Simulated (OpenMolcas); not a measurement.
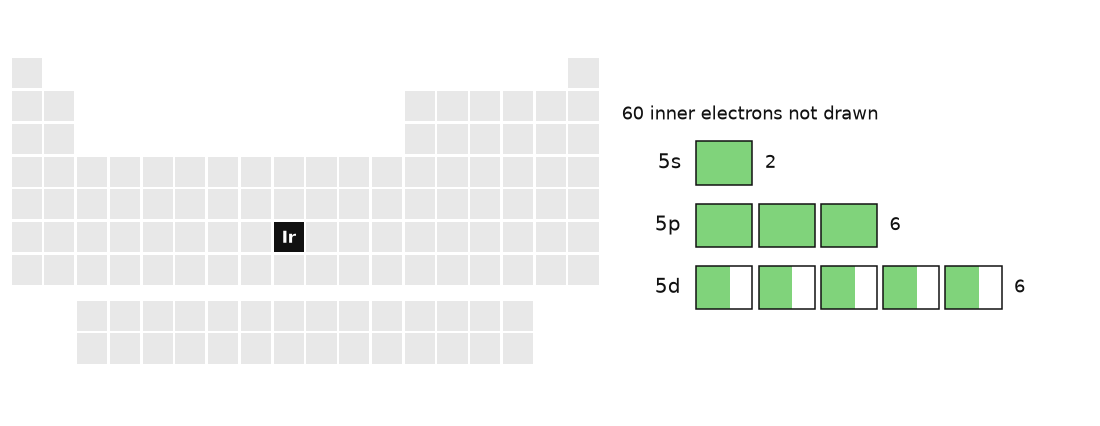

Fig. 1: Left, the place of iridium in the periodic table; right, the outer shells of the leading configuration of the lowest level: a box for each of the 2l + 1 orbitals, shaded by the share of the shell that is filled, with the electron count at the right.

## Run report: Ir³⁺ complex, multiconfigurational calculation

Ir³⁺ with 6 ligands (F; tetragonal octahedron, 2.05 Å), neutralised by 6 outer point charges of +0.5 e, whose field is part of the energies. Computed at this level: state-averaged SS-CASPT2, IPEA shift 0.25, real shift 0.3 hartree, closed shells 5s 5p of the metal and the valence shells of the ligands correlated, active space 6 electrons in the shell 5d, basis ANO-RCC-VTZP on the metal and ANO-RCC-VDZP on the ligands, DKH2 scalar Hamiltonian, spin-orbit coupling by RASSI with atomic mean-field integrals (OpenMolcas).

**Output (extracts)**
```
--- CASPT2 ---
Orbital specifications:
      -----------------------

      Symmetry species                           1   2
                                                ag  au
      Frozen orbitals                           17  19
      Inactive orbitals                         13  15
      Active orbitals                            5   0
      Secondary orbitals                        49  50
      Deleted orbitals                           0   0
      Number of basis functions                 84  84
Type of calculation                        SS-CASPT2
      Fock operator                              state-specific
      IPEA shift                                 0.25
      Real shift                                 0.30
      Imaginary shift                            0.00
      The input orbitals will be transformed to quasi-canonical
Reference energy:      -18408.9539190439
      E2 (Non-variational):      -1.6361797040
      Shift correction:          -0.1085407649
      E2 (Variational):          -1.7447204689
      Total energy:          -18410.6986395128
      Residual norm:              0.0000001215
      Reference weight:           0.73432
      Contributions to the CASPT2 correlation energy
      Active & Virtual Only:         -0.0824673032
      One Inactive Excited:          -0.2515833059
      Two Inactive Excited:          -1.3021290949
Reference energy:      -18408.9539190438
      E2 (Non-variational):      -1.6361793914
      Shift correction:          -0.1085407203
      E2 (Variational):          -1.7447201117
      Total energy:          -18410.6986391555
      Residual norm:              0.0000001215
      Reference weight:           0.73432
      Contributions to the CASPT2 correlation energy
      Active & Virtual Only:         -0.0824671193
      One Inactive Excited:          -0.2515833057
      Two Inactive Excited:          -1.3021289664
::    CASPT2 Root  1     Total energy: -18410.69863951
::    CASPT2 Root  2     Total energy: -18410.69863916
::    CASPT2 Root  3     Total energy: -18410.69363856
::    CASPT2 Root  4     Total energy: -18410.60905516
::    CASPT2 Root  5     Total energy: -18410.58626308
--- CASPT2 ---
Orbital specifications:
      -----------------------

      Symmetry species                           1   2
                                                ag  au
      Frozen orbitals                           17  19
      Inactive orbitals                         13  15
      Active orbitals                            5   0
      Secondary orbitals                        49  50
      Deleted orbitals                           0   0
      Number of basis functions                 84  84
Type of calculation                        SS-CASPT2
      Fock operator                              state-specific
      IPEA shift                                 0.25
      Real shift                                 0.30
      Imaginary shift                            0.00
      The input orbitals will be transformed to quasi-canonical
Reference energy:      -18408.9698662771
      E2 (Non-variational):      -1.6555316869
      Shift correction:          -0.1101480318
      E2 (Variational):          -1.7656797187
      Total energy:          -18410.7355459957
      Residual norm:              0.0000005130
      Reference weight:           0.73144
      Contributions to the CASPT2 correlation energy
      Active & Virtual Only:         -0.0878756048
      One Inactive Excited:          -0.2518091300
      Two Inactive Excited:          -1.3158469521
Reference energy:      -18408.9698662768
      E2 (Non-variational):      -1.6555316844
      Shift correction:          -0.1101480314
      E2 (Variational):          -1.7656797157
      Total energy:          -18410.7355459926
      Residual norm:              0.0000005130
      Reference weight:           0.73144
      Contributions to the CASPT2 correlation energy
      Active & Virtual Only:         -0.0878756074
      One Inactive Excited:          -0.2518091281
      Two Inactive Excited:          -1.3158469489
::    CASPT2 Root  1     Total energy: -18410.73554600
::    CASPT2 Root  2     Total energy: -18410.73554599
::    CASPT2 Root  3     Total energy: -18410.72672320
::    CASPT2 Root  4     Total energy: -18410.71808778
::    CASPT2 Root  5     Total energy: -18410.70052565
::    CASPT2 Root  6     Total energy: -18410.70052565
::    CASPT2 Root  7     Total energy: -18410.65062632
::    CASPT2 Root  8     Total energy: -18410.64413449
::    CASPT2 Root  9     Total energy: -18410.64413450
::    CASPT2 Root 10     Total energy: -18410.63686569
::    CASPT2 Root 11     Total energy: -18410.63686569
::    CASPT2 Root 12     Total energy: -18410.63394540
::    CASPT2 Root 13     Total energy: -18410.63154508
::    CASPT2 Root 14     Total energy: -18410.63141325
::    CASPT2 Root 15     Total energy: -18410.63141325
::    CASPT2 Root 16     Total energy: -18410.62532338
::    CASPT2 Root 17     Total energy: -18410.62518022
::    CASPT2 Root 18     Total energy: -18410.62180340
::    CASPT2 Root 19     Total energy: -18410.62185486
::    CASPT2 Root 20     Total energy: -18410.62185486
::    CASPT2 Root 21     Total energy: -18410.57891856
::    CASPT2 Root 22     Total energy: -18410.57174379
::    CASPT2 Root 23     Total energy: -18410.57174381
::    CASPT2 Root 24     Total energy: -18410.55148638
::    CASPT2 Root 25     Total energy: -18410.54520194
::    CASPT2 Root 26     Total energy: -18410.54520195
::    CASPT2 Root 27     Total energy: -18410.53950131
::    CASPT2 Root 28     Total energy: -18410.53837916
::    CASPT2 Root 29     Total energy: -18410.53394274
::    CASPT2 Root 30     Total energy: -18410.53528903
--- CASPT2 ---
Orbital specifications:
      -----------------------

      Symmetry species                           1   2
                                                ag  au
      Frozen orbitals                           17  19
      Inactive orbitals                         13  15
      Active orbitals                            5   0
      Secondary orbitals                        49  50
      Deleted orbitals                           0   0
      Number of basis functions                 84  84
Type of calculation                        SS-CASPT2
      Fock operator                              state-specific
      IPEA shift                                 0.25
      Real shift                                 0.30
      Imaginary shift                            0.00
      The input orbitals will be transformed to quasi-canonical
Reference energy:      -18409.0138163292
      E2 (Non-variational):      -1.6674012627
      Shift correction:          -0.1110484288
      E2 (Variational):          -1.7784496915
      Total energy:          -18410.7922660207
      Residual norm:              0.0000006896
      Reference weight:           0.72984
      Contributions to the CASPT2 correlation energy
      Active & Virtual Only:         -0.0914477690
      One Inactive Excited:          -0.2482588312
      Two Inactive Excited:          -1.3276946625
Reference energy:      -18408.9373490510
      E2 (Non-variational):      -1.6635013919
      Shift correction:          -0.1110765696
      E2 (Variational):          -1.7745779615
      Total energy:          -18410.7119270125
      Residual norm:              0.0000004071
      Reference weight:           0.72979
      Contributions to the CASPT2 correlation energy
      Active & Virtual Only:         -0.0878882480
      One Inactive Excited:          -0.2602689462
      Two Inactive Excited:          -1.3153441978
::    CASPT2 Root  1     Total energy: -18410.79226602
::    CASPT2 Root  2     Total energy: -18410.71192701
::    CASPT2 Root  3     Total energy: -18410.71192701
::    CASPT2 Root  4     Total energy: -18410.69784854
::    CASPT2 Root  5     Total energy: -18410.69109223
::    CASPT2 Root  6     Total energy: -18410.66344672
::    CASPT2 Root  7     Total energy: -18410.66344672
::    CASPT2 Root  8     Total energy: -18410.62389301
::    CASPT2 Root  9     Total energy: -18410.62198965
::    CASPT2 Root 10     Total energy: -18410.61505745
::    CASPT2 Root 11     Total energy: -18410.61411063
::    CASPT2 Root 12     Total energy: -18410.61411063
::    CASPT2 Root 13     Total energy: -18410.59146110
::    CASPT2 Root 14     Total energy: -18410.60239068
::    CASPT2 Root 15     Total energy: -18410.60239069
::    CASPT2 Root 16     Total energy: -18410.59344272
::    CASPT2 Root 17     Total energy: -18410.59572804
::    CASPT2 Root 18     Total energy: -18410.59141067
::    CASPT2 Root 19     Total energy: -18410.58764316
::    CASPT2 Root 20     Total energy: -18410.58764316
::    CASPT2 Root 21     Total energy: -18410.56456853
::    CASPT2 Root 22     Total energy: -18410.55367933
::    CASPT2 Root 23     Total energy: -18410.54271536
::    CASPT2 Root 24     Total energy: -18410.54271536
::    CASPT2 Root 25     Total energy: -18410.53562432
::    CASPT2 Root 26     Total energy: -18410.52439872
::    CASPT2 Root 27     Total energy: -18410.51742484
::    CASPT2 Root 28     Total energy: -18410.51102103
::    CASPT2 Root 29     Total energy: -18410.51102102
::    CASPT2 Root 30     Total energy: -18410.50423685
```

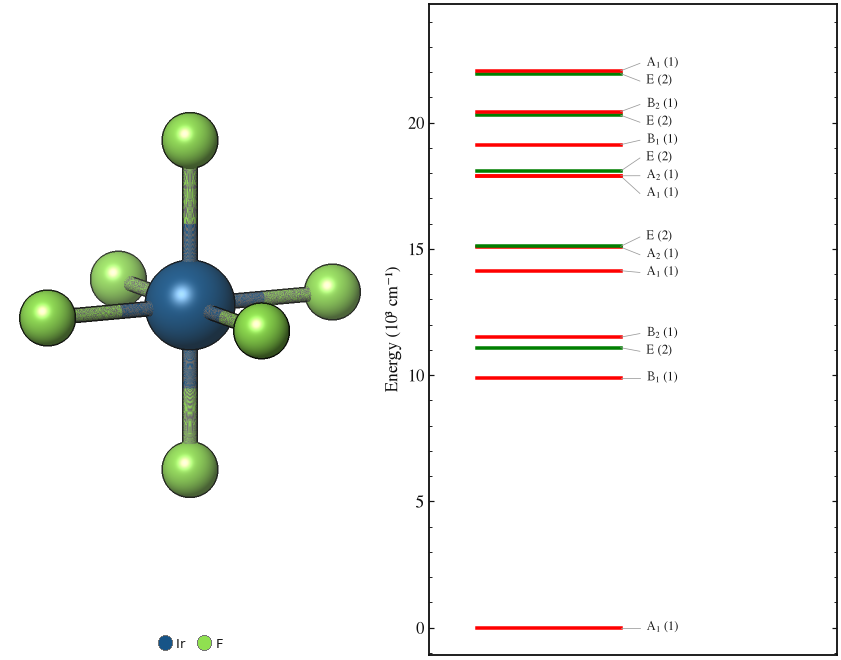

Fig. 2: Ir³⁺ (5d⁶) with 6 ligands, F⁻, at 2.05 Å (arrangement: tetragonal octahedron, D4h), axial distortion 1.05, neutralised by outer point charges of +0.5 e, and its levels. Labels give the representation in O, Td, D4 or D3 as the site allows (double group for half-integer spin) where it could be assigned and, in brackets, the degeneracy; spin-free states, where drawn, share the zero of the spin-orbit levels. The ground level is A₁, non-degenerate, 76 % from states of spin multiplicity 1. The next level lies at 9,880 cm⁻¹ (B₁).

**The input**
```
&GATEWAY
Coord
7

Ir 0.0 0.0 0.0
F 2.050000 0.000000 0.000000
F 0.000000 2.050000 0.000000
F -2.050000 0.000000 0.000000
F 0.000000 -2.050000 0.000000
F 0.000000 0.000000 2.152500
F 0.000000 0.000000 -2.152500
Basis=Ir.ANO-RCC-VTZP,F.ANO-RCC-VDZP
Group=XYZ
NoMove
AngMom=0.0 0.0 0.0
AMFI
RICD
XField
3 Angstrom 0
4.450000 0.000000 0.000000 0.500000
0.000000 4.450000 0.000000 0.500000
0.000000 0.000000 4.552500 0.500000
&SEWARD
&RASSCF
FileOrb=start.orb
Symmetry=1
Spin=5
nActEl=6 0 0
Inactive=30 34
Ras2=5 0
CIRoot=5 5 1
SDav=5
CIMx=300
Iter=150 100
PrWF=0.3
OrbListing=Nothing
MaxOrb=0
LevShft=1.0
>>> COPY $Project.JobIph JOB001
&RASSCF
FileOrb=start.orb
Symmetry=1
Spin=3
nActEl=6 0 0
Inactive=30 34
Ras2=5 0
CIRoot=45 45 1
SDav=45
CIMx=300
Iter=150 100
PrWF=0.3
OrbListing=Nothing
MaxOrb=0
LevShft=1.0
>>> COPY $Project.JobIph JOB002
&RASSCF
FileOrb=start.orb
Symmetry=1
Spin=1
nActEl=6 0 0
Inactive=30 34
Ras2=5 0
CIRoot=50 50 1
SDav=50
CIMx=300
Iter=150 100
PrWF=0.3
OrbListing=Nothing
MaxOrb=0
LevShft=1.0
>>> COPY $Project.JobIph JOB003
&RASSI
NrOfJobIphs=3 5 45 50
1 2 3 4 5
1 2 3 4 5 6 7 8 9 10 11 12 13 14 15 16 17 18 19 20 21 22 23 24 25 26 27
28 29 30 31 32 33 34 35 36 37 38 39 40 41 42 43 44 45
1 2 3 4 5 6 7 8 9 10 11 12 13 14 15 16 17 18 19 20 21 22 23 24 25 26 27
28 29 30 31 32 33 34 35 36 37 38 39 40 41 42 43 44 45 46 47 48 49 50
IphNames
JOB001
JOB002
JOB003
EJob
SpinOrbit
DIPRint=1.0
SOCoupling=1000.0
Subsets=2
Property=9
'ANGMOM' 1 'ANGMOM' 2 'ANGMOM' 3 'MLTPL  1' 1 'MLTPL  1' 2 'MLTPL  1' 3
'AMFI' 1 'AMFI' 2 'AMFI' 3
SOProperty=3
'ANGMOM' 1 'ANGMOM' 2 'ANGMOM' 3
>>> COPY JOB001 $Project.JobIph
&CASPT2
Multistate=5 1 2 3 4 5
NoMult
Frozen=17 19
IPEA=0.25
Shift=0.3
MaxIter=60
WThr=0.0 0.3 0.05
PrWF=0.5
NoMix
>>> COPY JOB002 $Project.JobIph
&CASPT2
Multistate=45 1 2 3 4 5 6 7 8 9 10 11 12 13 14 15 16 17 18 19 20 21 22
23 24 25 26 27 28 29 30 31 32 33 34 35 36 37 38 39 40 41 42 43 44 45
NoMult
Frozen=17 19
IPEA=0.25
Shift=0.3
MaxIter=60
WThr=0.0 0.3 0.05
PrWF=0.5
NoMix
>>> COPY JOB003 $Project.JobIph
&CASPT2
Multistate=50 1 2 3 4 5 6 7 8 9 10 11 12 13 14 15 16 17 18 19 20 21 22
23 24 25 26 27 28 29 30 31 32 33 34 35 36 37 38 39 40 41 42 43 44 45 46
47 48 49 50
NoMult
Frozen=17 19
IPEA=0.25
Shift=0.3
MaxIter=60
WThr=0.0 0.3 0.05
PrWF=0.5
NoMix
```

The file start.orb holds starting orbitals from an earlier step. A driver script formed the levels outside the program, from RASSI's spin-orbit matrix and the CASPT2 energies (for multi-state variants, the effective Hamiltonian), averaged over the components of each term or state. The log and the time are those of the CASPT2 step.

Run as:
```bash
OMP_NUM_THREADS=1 MOLCAS_MEM=2457 MOLCAS_PROJECT=a pymolcas a.inp > a.log  # once for each step of the input, in one work folder
```

**Summary**

```
                                 quantity                                                                 value
                                  outcome                                                             converged
      energy of the lowest spin-free term                                                  −18410.79227 hartree
    energy of the lowest spin-orbit level                                                  −18410.81550 hartree
                CASPT2 correlation energy                                                       −1.7784 hartree
largest spread among components of a term                                                              0.1 cm⁻¹
                  lowest reference weight                                                                 0.722
                                 hardware  1 thread of Arm Neoverse V2, 24 GiB of memory available, shared host
                                wall time                                                               6.3 min
                              peak memory                                                              0.59 GiB
```

**Remarks**

Caveats: small active space favours high spin, ground spin may be wrong; distances are set from ionic radii, not optimised.
